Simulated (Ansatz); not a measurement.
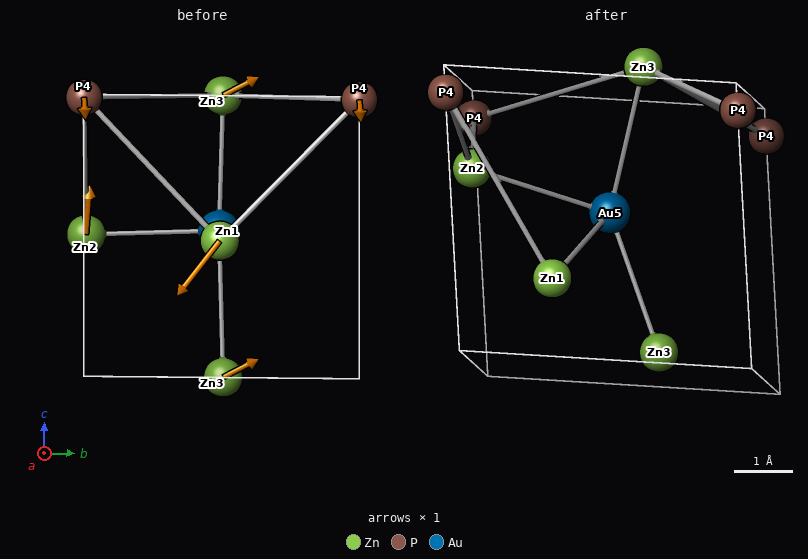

The structure of crystalline Zn$_{3}$PAu (built on the cubic perovskite type) (coarse preliminary run) before (left) and after (right) a relaxation, at one scale. The orange arrows give the displacements (the part carried along by the change of the cell is left out), at their true length.

A ball-and-stick model of the cell of the calculation, seen along the a axis.

Level of theory: Ansatz, DFT PBE, scalar-relativistic, plane waves, PAW. (plane-wave cutoff 420 eV; k-point mesh 6 × 6 × 6; occupations gaussian; smearing width 0.1 eV; no spin polarisation; cell and atoms relaxed; force threshold 0.015 eV/Å; at most 120 steps)

Describe what moved and what it gained.

Answer. The run was cut off at its time limit before the relaxation converged, so the last structure is only a point on the way. The energy falls by 507 meV per atom in 12 accepted moves (13 points after the start). Largest force component: 1.6 eV/Å at the start, 0.091 eV/Å at the end. Pressure: 1.09 GPa at the start and −0.29 GPa at the end. The line search rejected the trial step at point 11 of the run. Zn1 moves most relative to the cell: 1.26 Å along [0 −2 −3]. By element the largest moves are Zn 1.26 Å, P 0.44 Å, Au 0.30 Å. The volume changes by −10.4 %, with a 4.814 → 4.174 Å (−13.3 %), b 4.790 → 5.123 Å (+7.0 %), c 4.902 → 4.998 Å (+2.0 %), α 90.5° → 97.2°, β 89.6° → 77.9°, γ 91.0° → 103.5°. Among the contacts that change: Zn2–P4 3.492 → 4.911 Å, Zn2–P4 (another image) 3.405 → 2.367 Å, Zn1–P4 3.376 → 2.351 Å, Zn2–P4 (another image) 3.369 → 2.381 Å. Bond angles that change, for instance: Zn1–Au5–Zn1 171.7° → 106.4°, Au5–Zn1–Au5 171.7° → 106.4°, Zn1–Au5–Zn3 95.3° → 142.3°. The space group stays P1 (No. 1).

Limits of the set-up: layers or molecules are held without a dispersion correction, so their spacing is unreliable.
